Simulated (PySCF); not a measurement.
SMILES [CH3][Ge]([CH3])([CH3])[B](O)O at its GFN2-xTB optimised geometry (Å):

```
18

Ge    -0.3706    -0.7167     0.0000
C     -0.9316     1.2067     0.0000
C      1.6208    -0.7167     0.0000
C     -0.9171    -1.4447     1.7731
B     -1.1657    -1.7709    -1.5800
O     -0.7466    -3.0419    -1.6921
O     -2.0510    -1.3069    -2.4932
H     -2.0113     1.3055     0.0857
H     -0.4863     1.7351     0.8365
H     -0.6191     1.7099    -0.9119
H      2.0093    -0.2211     0.8847
H      2.0113    -0.2039    -0.8744
H      1.9971    -1.7351    -0.0127
H     -1.9921    -1.3736     1.9120
H     -0.6360    -2.4903     1.8552
H     -0.4351    -0.8995     2.5790
H     -1.1154    -3.5361    -2.4286
H     -2.3307    -0.3987    -2.3909
```

Calculation: B3LYP/def2-SVP run with PySCF.

Map of the electrostatic potential (hartree/e), clipped to [-0.08, 0.12] on the plane z = 1.2 Å:

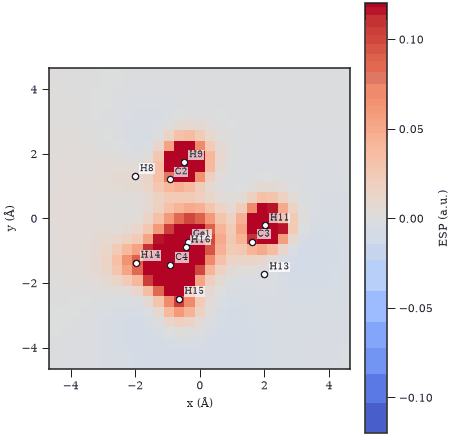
Figure. Electrostatic potential (hartree/e), clipped to [-0.08, 0.12] on the plane z = 1.2 Å.
